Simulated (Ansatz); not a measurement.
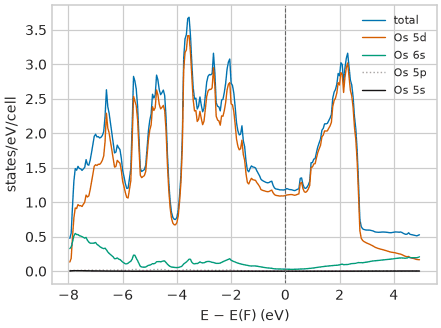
Total and projected density of states of Os (hcp (Mg type), P6_3/mmc), PBEsol in the plane-wave PAW code Ansatz

Q: Which orbitals carry the states next to the Fermi level?

A: Within 0.5 eV of the Fermi level: Os 5d 93 %. Projections are on Löwdin-orthogonalised atomic valence shells; empty p or d shells of many metals are not among them.

Q: Where is the tallest occupied peak in this window, and what makes it?

A: Near -3.5 eV, about 3.7 states/eV per cell; the largest projected share is Os 5d.

Symmetry was held in the PBEsol relaxation. No spin polarisation was allowed. Scalar-relativistic: spin–orbit coupling is off unless named, which matters more the heavier the elements.

Potentials: the later of the program's two PAW sets.
